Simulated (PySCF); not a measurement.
Consider C$_{7}$H$_{16}$N (charge +1).

```xyz
24

C     2.9990    0.7054    0.6319
C     2.0727    0.1682   -0.4534
C     0.8335   -0.4800    0.1470
C    -0.2199    0.4768    0.7319
N    -1.2919   -0.1508   -0.1033
C    -2.1969   -0.9964    0.6823
C    -2.0617    0.7831   -0.9282
C    -0.2543   -0.9407   -0.8380
H     2.4936    1.4463    1.2469
H     3.3433   -0.1003    1.2748
H     3.8687    1.1724    0.1804
H     2.6045   -0.5763   -1.0475
H     1.7783    0.9803   -1.1219
H     1.1332   -1.2600    0.8470
H    -0.4158    0.4149    1.8001
H    -0.0576    1.5168    0.4529
H    -2.8479   -1.5636    0.0183
H    -2.8119   -0.3774    1.3345
H    -1.6234   -1.6911    1.2934
H    -2.7124    0.2325   -1.6061
H    -2.6726    1.4234   -0.2933
H    -1.3908    1.4073   -1.5155
H    -0.1084   -0.5654   -1.8498
H    -0.4730   -2.0056   -0.8768
```

Geometry: GFN2-xTB.

Method: PySCF, PBE0/pcSseg-1, SCF density, gas phase, non-relativistic.

### What will maps of the electron density and electron localisation function show?

C–N (1.46 Å): the density is about 1.9 e/Å³ at the midpoint; the ELF peaks at about 0.95 between the atoms, as expected for a shared electron pair.
C–C (1.52 Å): ρ at the midpoint is about 1.7 e/Å³; the ELF peaks at about 0.95 between the atoms (a covalent bond).
C–H (1.09 Å): the density is about 2 e/Å³ at the midpoint; the ELF climbs to about 1 towards the hydrogen, as it does in any bond to H: a covalent bond by its length.

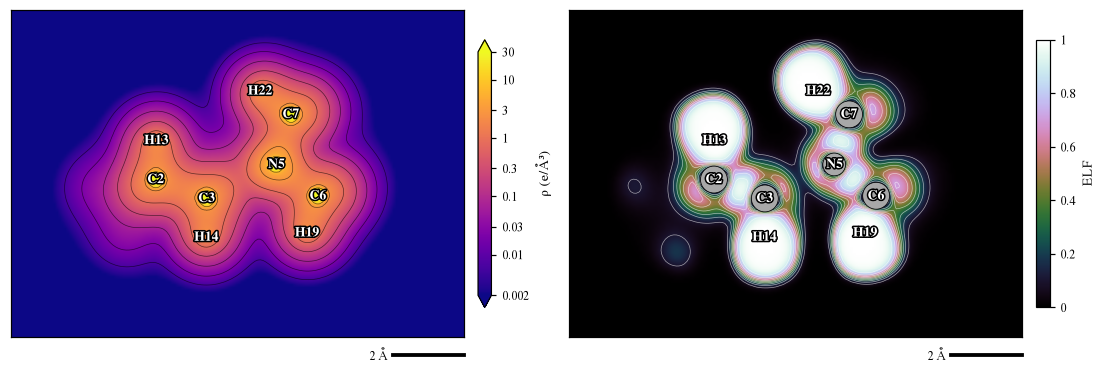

Computed electron density and electron localisation function on the plane of atoms N5, C6 and H19, in this order. Grey discs cover the atomic cores in the ELF map. 
